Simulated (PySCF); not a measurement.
# C2H10OSi3: what the fields show

Input

```
{"job": {"kind": "uv", "xc": "CAM-B3LYP", "basis": "def2-SVPD", "nstates": 8, "ntriplets": 3}, "charge": 0, "multiplicity": 1}
Si     2.310632    -0.026300    -0.562175
Si     0.816540    -0.843411     0.997819
C     -0.970895    -0.325764     0.627045
C     -1.420376    -0.523271    -0.825597
O     -1.737691     0.821602    -1.187794
Si    -1.418272     1.501688     0.287372
H      2.119634    -0.604156    -1.898044
H      3.695560    -0.337836    -0.193856
H      2.247860     1.429372    -0.723112
H      1.088569    -0.400268     2.375552
H      0.826758    -2.318352     1.054673
H     -1.652556    -0.812763     1.323548
H     -0.645343    -0.894919    -1.501013
H     -2.310082    -1.146426    -0.938411
H     -2.623446     2.015888     0.930638
H     -0.334492     2.473861     0.221944
```

Run with:

```sh
OMP_NUM_THREADS=1 python probes_run.py task.json out
```

Geometry: GFN2-xTB.

Level of theory: CAM-B3LYP/def2-SVPD, SCF density, gas phase in PySCF 2.14.0.

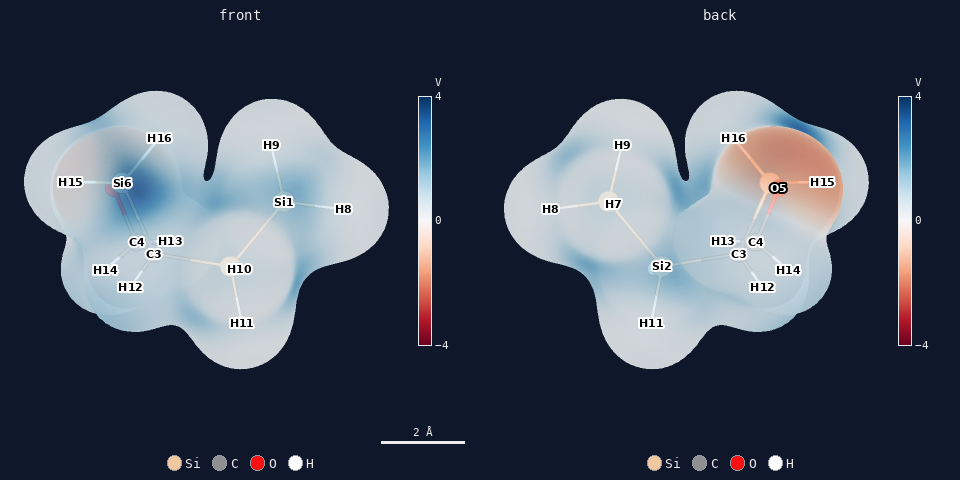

Figure 1. The molecular electrostatic potential painted on the density surface at 0.004 e/bohr³, seen from the front and from behind; red is negative and blue positive.

Q: Describe the electrostatic potential map.

A: The most negative region (about −1.9 V) lies over O5, the most positive (about +3.0 V) over Si6. O5 is the likeliest acceptor of a hydrogen bond.

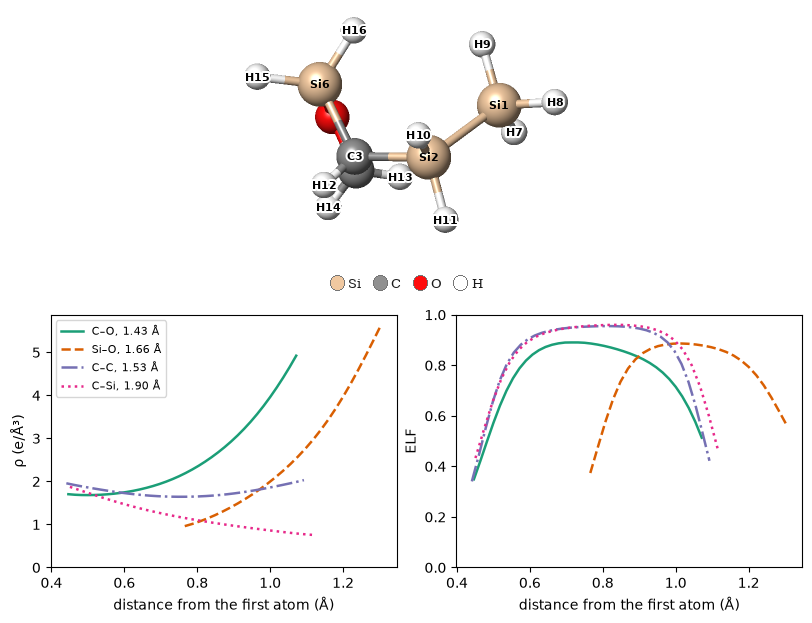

Figure 2. Electron density and ELF along straight lines between neighbouring atoms. The curves leave out the atomic cores. The structure is drawn too.

Q: What kind of bonding do the profiles show?

A: C–O (1.43 Å): the density is about 2 e/Å³ at the midpoint, with its minimum of 1.7 e/Å³ about 0.5 Å from C; the ELF peaks at about 0.90 between the atoms: a shared but strongly polarised pair.
Si–O (1.66 Å): ρ is about 1.1 e/Å³ halfway; the ELF peaks at about 0.90 between the atoms: a polar covalent bond.
C–C (1.53 Å): ρ at the midpoint is about 1.6 e/Å³; the ELF peaks at about 0.95 between the atoms, as expected for a covalent bond.
C–Si (1.90 Å): ρ is about 0.91 e/Å³ halfway; the ELF peaks at about 0.95 between the atoms; a shared electron pair.
